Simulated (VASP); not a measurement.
# A VASP study of HfO2 (r2SCAN): structure first, properties next, part 2 of 3

Wanted: the relaxed cell of HfO2 and its properties. The start is a computed cell from the Materials Project.

VASP 6.6.1; r2SCAN; plane waves and PAW (Hf_pv, O).

So far, gap on the k-mesh (eV): step 2 (full relaxation (r2SCAN)) 5.30. The relaxed cell has a = 3.560, c = 5.173 Å (conventional setting).

## Step 4: Band structure (r2SCAN)

Levels along the symmetry lines show where the bands peak and cross; KPOINTS_OPT computes them in the converged potential.

File INCAR:

```
SYSTEM = HfO2
PREC = Accurate
ENCUT = 520
EDIFF = 1E-06
NELM = 100
ISMEAR = 0
SIGMA = 0.05
LREAL = .FALSE.
ALGO = Normal
METAGGA = R2SCAN
LASPH = .TRUE.
NBANDS = 38
LORBIT = 11
LWAVE = .FALSE.
LCHARG = .FALSE.
KPAR = 4
```

File POSCAR:

```
HfO2
1.0
    3.5602608907      0.0000000000      0.0000000000
    0.0000000000      3.5602608907      0.0000000000
    0.0000000000      0.0000000000      5.1729389062
Hf O
2 4
Direct
    0.5000000000      0.5000000000      0.5000000000
    0.0000000000      0.0000000000      0.0000000000
    0.0000000000      0.5000000000      0.6972001783
    0.5000000000      0.0000000000      0.8027998217
    0.5000000000      0.0000000000      0.3027998217
    0.0000000000      0.5000000000      0.1972001783
```

File KPOINTS:

```
Automatic mesh
0
Gamma
8 8 5
0 0 0
```

File KPOINTS_OPT:

```
Line mode
16
Line-mode
Reciprocal
  0.00000000   0.00000000   0.00000000 GAMMA
  0.00000000   0.50000000   0.00000000 X

  0.00000000   0.50000000   0.00000000 X
  0.50000000   0.50000000   0.00000000 M

  0.50000000   0.50000000   0.00000000 M
  0.00000000   0.00000000   0.00000000 GAMMA

  0.00000000   0.00000000   0.00000000 GAMMA
  0.00000000   0.00000000   0.50000000 Z

  0.00000000   0.00000000   0.50000000 Z
  0.00000000   0.50000000   0.50000000 R

  0.00000000   0.50000000   0.50000000 R
  0.50000000   0.50000000   0.50000000 A

  0.50000000   0.50000000   0.50000000 A
  0.00000000   0.00000000   0.50000000 Z

  0.00000000   0.50000000   0.00000000 X
  0.00000000   0.50000000   0.50000000 R

  0.50000000   0.50000000   0.00000000 M
  0.50000000   0.50000000   0.50000000 A
```

PAW data sets: Hf_pv and O (PBE family, release 64).

Run with:

```console
mpirun -np 4 vasp_std
```

Output:

```text
[banner, memory and clock lines left out]
running    4 mpi-ranks, on    1 nodes
 distrk:  each k-point on    1 cores,    4 groups
 distr:  one band on    1 cores,    1 groups

 POSCAR found type information on POSCAR HfO
 POSCAR found :  2 types and       6 ions
 [... a notice as in an earlier step ...]

 LDA part: xc-table for (None), standard interpolation
 POSCAR, INCAR and KPOINTS ok, starting setup
 FFT: planning ... GRIDC
 FFT: planning ... GRID_SOFT
 FFT: planning ... GRID
 WAVECAR not read
 entering main loop
       N       E                     dE             d eps       ncg     rms          rms(c)
DAV:   1     0.143531764485E+03    0.14353E+03   -0.24595E+04  3420   0.119E+03
DAV:   2    -0.147339230728E+03   -0.29087E+03   -0.27622E+03  4132   0.322E+02
DAV:   3    -0.160963320386E+03   -0.13624E+02   -0.13544E+02  4190   0.599E+01
DAV:   4    -0.161065024386E+03   -0.10170E+00   -0.10165E+00  4098   0.558E+00
DAV:   5    -0.161066101761E+03   -0.10774E-02   -0.10773E-02  4158   0.542E-01    0.797E+01
DAV:   6    -0.136764072524E+03    0.24302E+02   -0.16718E+01  3750   0.268E+01    0.541E+01
DAV:   7    -0.137410541727E+03   -0.64647E+00   -0.50697E+00  4120   0.110E+01    0.307E+01
DAV:   8    -0.137648244077E+03   -0.23770E+00   -0.26854E+00  3648   0.937E+00    0.244E+01
DAV:   9    -0.137325004774E+03    0.32324E+00   -0.15060E+00  3636   0.668E+00    0.611E+00
DAV:  10    -0.137306636835E+03    0.18368E-01   -0.52314E-02  3670   0.143E+00    0.230E+00
DAV:  11    -0.137305523755E+03    0.11131E-02   -0.10017E-02  3674   0.576E-01    0.910E-01
DAV:  12    -0.137305381483E+03    0.14227E-03   -0.51109E-04  3722   0.148E-01    0.217E-01
DAV:  13    -0.137305380926E+03    0.55686E-06   -0.34104E-05  3786   0.314E-02    0.239E-02
DAV:  14    -0.137305380425E+03    0.50050E-06   -0.81134E-06  3870   0.143E-02
   1 F= -.13730538E+03 E0= -.13730538E+03  d E =-.485287E-12
 Start KPOINTS_OPT (optional k-point list driver)
k-point batch [1-45\144]
       N       E                     dE             ncg
DAV:   1    -0.565911092932E+04   -0.54457E+05     3420
DAV:   2    -0.182378465912E+05   -0.12579E+05     4048
DAV:   3    -0.188513974439E+05   -0.61355E+03     4164
DAV:   4    -0.188567264501E+05   -0.53290E+01     4184
DAV:   5    -0.188567798485E+05   -0.53398E-01     3880
DAV:   6    -0.188567805185E+05   -0.66996E-03     4076
DAV:   7    -0.188567805294E+05   -0.10906E-04     3598
DAV:   8    -0.188567805296E+05   -0.22676E-06     2976
[...]
k-point batch [136-144\144]
       N       E                     dE             ncg
DAV:   1     0.460527428312E+05   -0.17274E+05      684
DAV:   2     0.434923250696E+05   -0.25604E+04      818
DAV:   3     0.433706927376E+05   -0.12163E+03      856
DAV:   4     0.433696096160E+05   -0.10831E+01      834
DAV:   5     0.433695997485E+05   -0.98675E-02      788
DAV:   6     0.433695996081E+05   -0.14040E-03      864
DAV:   7     0.433695996060E+05   -0.21559E-05      720
DAV:   8     0.433695996059E+05   -0.45533E-07      608
```

Elapsed: 95 s, on 4 MPI ranks of Intel Xeon 6975P-C (Granite Rapids), shared host; peak memory 1.1 GiB; 6.3 min of CPU time.

From OUTCAR (step 4):

```text
 Found     45 irreducible k-points:

   k-points           NKPTS =     45   k-points in BZ     NKDIM =     45   number of bands    NBANDS=     38

   NELECT =      44.0000    total number of electrons

 E-fermi :   3.3317

 k-point     1 :       0.0000    0.0000    0.0000
  band No.  band energies     occupation
    ...
     18       1.7785      2.00000
     19       2.4432      2.00000
     20       2.9760      2.00000
     21       3.0329      2.00000
     22       3.0329      2.00000
     23       8.4010      0.00000
     24       8.4135      0.00000
     25       9.6569      0.00000
     26       9.8551      0.00000
     27      10.3447      0.00000
    ...

 k-point     2 :       0.1250    0.0000    0.0000
  band No.  band energies     occupation
    ...
     18       1.6671      2.00000
     19       2.4412      2.00000
     20       2.7404      2.00000
     21       2.9170      2.00000
     22       3.0104      2.00000
     23       8.5805      0.00000
     24       8.6803      0.00000
     25       9.5975      0.00000
     26       9.8489      0.00000
     27      10.7194      0.00000
    ...

  Total        0.0339949      0.0339949     -0.0350014      0.0000000      0.0000000      0.0000000
  in kB        0.8306605      0.8306605     -0.8552535      0.0000000      0.0000000      0.0000000
  external PRESSURE =       0.2686892 kB  Pullay stress =       0.0000000 kB

 POSITION                                       TOTAL-FORCE (eV/Angst)
 -----------------------------------------------------------------------------------
      1.78013      1.78013      2.58647         0.000000     -0.000000      0.000000
      0.00000      0.00000      0.00000         0.000000      0.000000      0.000000
      0.00000      1.78013      3.60657        -0.000000     -0.000000     -0.009678
      1.78013      0.00000      4.15283        -0.000000     -0.000000      0.009678
      1.78013      0.00000      1.56636        -0.000000      0.000000      0.009678
      0.00000      1.78013      1.02010        -0.000000     -0.000000     -0.009678
 -----------------------------------------------------------------------------------
    total drift:                                0.000000      0.000000      0.000000

  FREE ENERGIE OF THE ION-ELECTRON SYSTEM (eV)
  ---------------------------------------------------
  free  energy   TOTEN  =      -137.3053804253 eV

  energy  without entropy=     -137.3053804253  energy(sigma->0) =     -137.30538043

[... 9 parts as in an earlier step ...]

[... 5 further parts left out ...]
```

Spin-orbit coupling is off here; with elements this heavy it splits and shifts levels by tenths of an eV or more.

This step gave:

```
electronic steps                  : 14
bands                             : 38
Fermi energy                      : 3.332 eV
pressure                          : 0.02687 GPa
least gap on mesh and path        : 5.288 eV
least direct gap on mesh and path : 5.368 eV
valence top at k                  : 0, 0, 0.5
```

Electronic bands along the path, in eV, zero at the valence-band top; v1 is the highest filled band, c1 the lowest empty one:

```csv
point,v4,v3,v2,v1,c1,c2,c3,c4
Γ,-0.67,-0.14,-0.08,-0.08,5.29,5.30,6.54,6.74
X,-1.48,-1.48,-0.14,-0.14,5.66,5.66,6.71,6.71
M,-0.78,-0.78,-0.52,-0.52,6.32,6.32,6.69,6.69
Γ,-0.67,-0.14,-0.08,-0.08,5.29,5.30,6.54,6.74
Z,-0.67,-0.67,0.00,0.00,5.95,5.95,6.27,6.27
R,-1.43,-1.43,-0.97,-0.97,5.80,5.80,6.19,6.19
A,-1.44,-1.44,-0.05,-0.05,6.51,6.51,6.86,6.86
Z,-0.67,-0.67,0.00,0.00,5.95,5.95,6.27,6.27
jump to X,-1.48,-1.48,-0.14,-0.14,5.66,5.66,6.71,6.71
R,-1.43,-1.43,-0.97,-0.97,5.80,5.80,6.19,6.19
jump to M,-0.78,-0.78,-0.52,-0.52,6.32,6.32,6.69,6.69
A,-1.44,-1.44,-0.05,-0.05,6.51,6.51,6.86,6.86
```

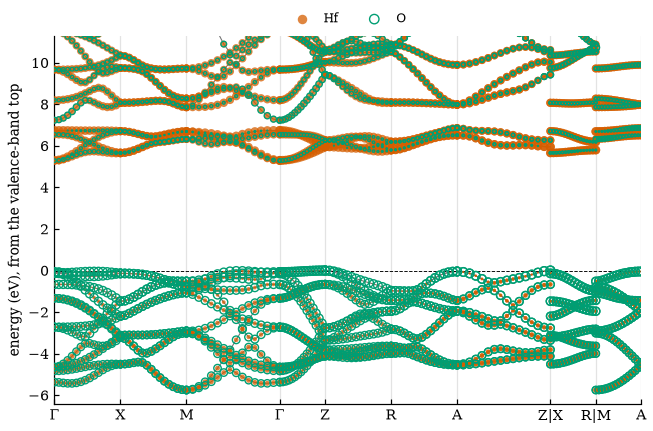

Electronic bands along the path; dots are coloured as in the legend, and their area grows with the weight.

The path finds the gap of the mesh within 0.02 eV, so the mesh comes close to both band edges.

## Step 5: Density of states (r2SCAN)

Here the states are counted by energy and projected on the atoms. The mesh is finer than in the run before.

Edit INCAR of step 4 so:

```diff
@@ -5,3 +5,3 @@
 NELM = 100
-ISMEAR = 0
+ISMEAR = -5
 SIGMA = 0.05
@@ -16 +16,2 @@
 KPAR = 4
+NEDOS = 2001
```

POSCAR is that of step 4.

File KPOINTS:

```
Automatic mesh
0
Gamma
11 11 8
0 0 0
```

Run with:

```console
mpirun -np 4 vasp_std
```

Output:

```text
[... set-up lines as in an earlier step ...]
 entering main loop
       N       E                     dE             d eps       ncg     rms          rms(c)
DAV:   1     0.142337361503E+03    0.14234E+03   -0.24698E+04  7980   0.119E+03
DAV:   2    -0.147656538854E+03   -0.28999E+03   -0.27692E+03  9586   0.322E+02
DAV:   3    -0.160967612053E+03   -0.13311E+02   -0.13233E+02  9572   0.595E+01
DAV:   4    -0.161065044437E+03   -0.97432E-01   -0.97381E-01  9610   0.551E+00
DAV:   5    -0.161066113519E+03   -0.10691E-02   -0.10690E-02  9650   0.541E-01    0.797E+01
DAV:   6    -0.136763240536E+03    0.24303E+02   -0.16694E+01  8826   0.268E+01    0.541E+01
DAV:   7    -0.137410748713E+03   -0.64751E+00   -0.50793E+00  9652   0.110E+01    0.307E+01
DAV:   8    -0.137648132110E+03   -0.23738E+00   -0.26831E+00  8436   0.937E+00    0.243E+01
DAV:   9    -0.137325332291E+03    0.32280E+00   -0.15093E+00  8448   0.670E+00    0.615E+00
DAV:  10    -0.137306820258E+03    0.18512E-01   -0.53059E-02  8420   0.143E+00    0.239E+00
DAV:  11    -0.137305541271E+03    0.12790E-02   -0.10585E-02  8566   0.591E-01    0.903E-01
DAV:  12    -0.137305404097E+03    0.13717E-03   -0.52066E-04  8524   0.149E-01    0.213E-01
DAV:  13    -0.137305403725E+03    0.37274E-06   -0.33066E-05  8888   0.310E-02    0.226E-02
DAV:  14    -0.137305403179E+03    0.54540E-06   -0.74588E-06  8948   0.138E-02
   1 F= -.13730540E+03 E0= -.13730540E+03  d E =0.000000E+00
```

It took 86 s on 4 MPI ranks; peak memory 1.2 GiB; 5.7 min of CPU time.

OUTCAR, selected parts (step 5):

```text
   k-points           NKPTS =    105   k-points in BZ     NKDIM =    105   number of bands    NBANDS=     38

   NELECT =      44.0000    total number of electrons

 E-fermi :   3.1260

 k-point     1 :       0.0000    0.0000    0.0000
  band No.  band energies     occupation
    ...
     18       1.7784      2.00000
     19       2.4431      2.00000
     20       2.9759      2.00000
     21       3.0328      2.00000
     22       3.0328      2.00000
     23       8.4010      0.00000
     24       8.4136      0.00000
     25       9.6569      0.00000
     26       9.8552      0.00000
     27      10.3447      0.00000
    ...

  Total        0.0375566      0.0375566     -0.0315927      0.0000000      0.0000000      0.0000000
  in kB        0.9176905      0.9176905     -0.7719617      0.0000000      0.0000000      0.0000000
  external PRESSURE =       0.3544731 kB  Pullay stress =       0.0000000 kB

 POSITION                                       TOTAL-FORCE (eV/Angst)
 -----------------------------------------------------------------------------------
      1.78013      1.78013      2.58647         0.000000      0.000000      0.000000
      0.00000      0.00000      0.00000         0.000000     -0.000000      0.000000
      0.00000      1.78013      3.60657         0.000000     -0.000000     -0.009660
      1.78013      0.00000      4.15283         0.000000     -0.000000      0.009660
      1.78013      0.00000      1.56636         0.000000     -0.000000      0.009660
      0.00000      1.78013      1.02010        -0.000000      0.000000     -0.009660
 -----------------------------------------------------------------------------------
    total drift:                                0.000000      0.000000      0.000000

  FREE ENERGIE OF THE ION-ELECTRON SYSTEM (eV)
  ---------------------------------------------------
  free  energy   TOTEN  =      -137.3054031792 eV

  energy  without entropy=     -137.3054031792  energy(sigma->0) =     -137.30540318

[... 8 parts as in an earlier step ...]

[... 8 further parts left out ...]
```

This step gave:

| Quantity | Value |
| --- | --- |
| irreducible k points | 105 |
| Fermi energy | 3.126 eV |
| pressure | 0.03545 GPa |
| gap on the k-mesh | 5.288 eV |

The density of states has structure finer than the step of the table below, so its rows give means over 1 eV, whole bins alone (the curve runs from -12.0 to 8.08 eV). Peaks (eV: height): total -3.6: 7.37, -1.1: 7.16, 6.1: 9.35, 6.5: 11.5; O p -4.3: 3.54, -3.6: 3.92, -1.1: 4.75, -0.5: 4.95; Hf d -4.3: 1.33, 6.1: 6.57, 6.5: 8.22, 8.0: 4.83; Hf p -4.3: 0.356, -3.6: 0.369, -1.7: 0.380, -1.1: 0.380; Hf s -4.8: 0.146, -3.7: 0.257, -3.2: 0.243, 6.4: 0.161.

States under -12.0 eV and over 8.1 eV are left out. Table of density of states by energy, zero at the valence-band top; means over each step; values in states/eV/cell:

```csv
energy (eV),total,O p,Hf d,Hf p,Hf s,O s
-7,0,0,0,0,0,0
-6,0.0445,0.0194,0.00425,3.4e-4,0.00490,7.2e-5
-5,1.81,0.853,0.235,0.0578,0.117,0.00639
-4,5.95,3.05,0.963,0.293,0.162,0.0199
-3,3.88,2.19,0.411,0.258,0.124,0.0282
-2,3.83,2.36,0.363,0.252,0.0430,0.0313
-1,5.72,3.84,0.485,0.289,0.0426,0.0250
0,2.76,2.00,0.112,0.0860,0.0160,0.00865
1,0,0,0,0,0,0
2,0,0,0,0,0,0
3,0,0,0,0,0,0
4,0,0,0,0,0,0
5,0.0450,0.00360,0.0284,2.7e-4,0.00220,8.4e-5
6,6.02,0.514,4.24,0.0770,0.0648,0.0275
7,1.94,0.197,1.39,0.0299,0.0175,0.00580
```

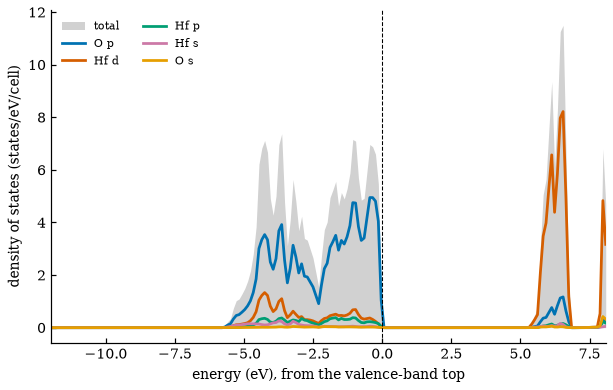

Density of states, plotted against energy.

The gap on this mesh is 5.29 eV. In the top eV of the valence band the largest shares in the PAW spheres are O p 70 % and Hf d 6 %; in the lowest eV of the conduction band, Hf d 70 % and O p 8 %. The rest lies in smaller channels or between the spheres.

(Part 2 of 3 ends here.)

[Lines on the potential files, build, host, timing and source positions are cut from VASP's logs without a mark.]

[Logs are printed without paths, hosts, clocks, repeated set-up lines and the standing remarks that a program may print on its own settings, such as how far it seeks lower states.]

[Hosts, paths, dates, database ids (printed as entryN), source tags and the programs' standing remarks are cut or masked in the printed files.]

[A measured line is paired with the nearest computed mode of its activity, which favours agreement.]
